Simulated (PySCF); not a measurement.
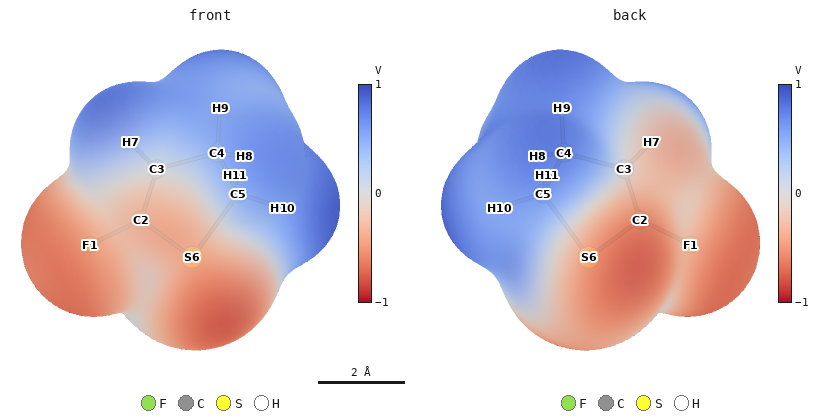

Figure. C4H5FS. The molecular electrostatic potential painted on the density surface at 0.001 e/bohr³, seen from the front and from behind; the colour scale runs from red (negative) to blue (positive).

Geometry: GFN2-xTB.

These are results of PBE0/def2-SVPD, SCF density, gas phase in PySCF 2.14.0, not measurements.

```xyz
11

F     2.4687    1.2198    0.7217
C     1.2717    0.7103    0.4387
C     1.0439   -0.4975   -0.0566
C    -0.4056   -0.8298   -0.2275
C    -1.1970    0.4767   -0.1058
S    -0.1423    1.7092    0.7502
H     1.8186   -1.2078   -0.2809
H    -0.7090   -1.5417    0.5473
H    -0.5927   -1.2969   -1.1959
H    -2.1146    0.3659    0.4668
H    -1.4363    0.8945   -1.0840
```

Where is the surface potential most negative and most positive?

The most negative region (about −0.8 V) lies over S6, the most positive (about +0.9 V) over H10.
